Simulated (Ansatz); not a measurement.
```xyz
7

N    -0.6908    0.7501    0.5799
Mo    0.4129   -0.5402   -0.2855
O     1.7962   -0.7073    0.6297
F    -0.4717   -2.1585   -0.4122
S     0.8743    0.1897   -2.2093
H    -0.5683    0.9942    1.5527
H    -1.2913    1.4039    0.0992
```

Geometry: PBE0-D4/def2-TZVP; core potentials replace the inner electrons of Mo.

Theory: Ansatz 0.2.0, RKS PBE0-D4/def2-TZVPP.

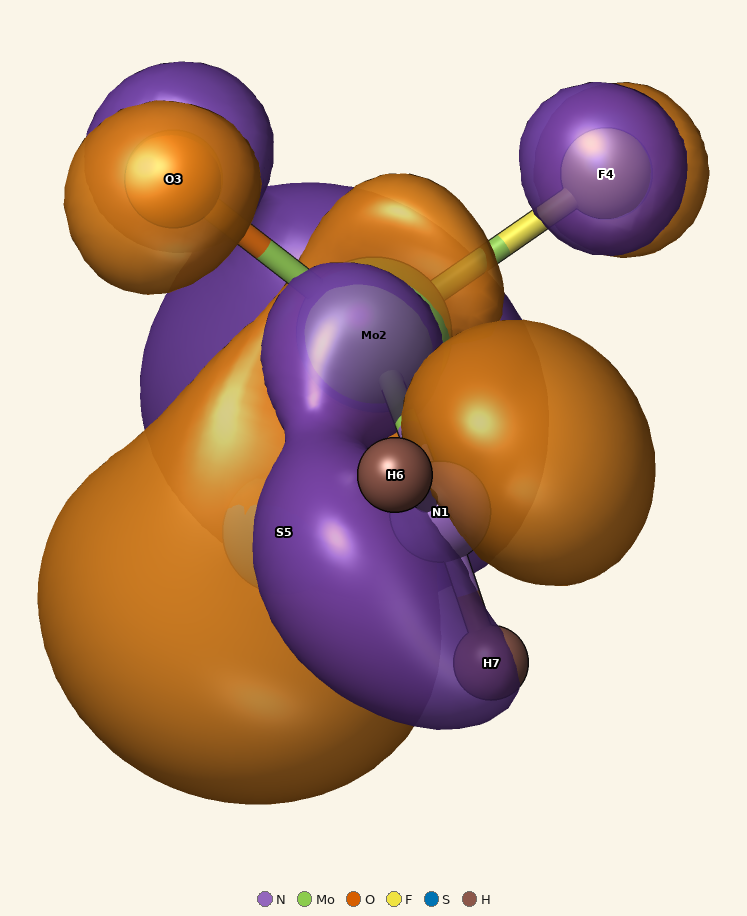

FH$_{2}$MoNOS. The HOMO−1 at ±0.08 Å⁻³ᐟ² (orange and purple are the two phases), seen at an oblique angle.

What is the character of this orbital?

It lies mainly on S5 (about 55 %), Mo2 (about 20 %) and N1 (about 15 %). Its energy is −8.30 eV.
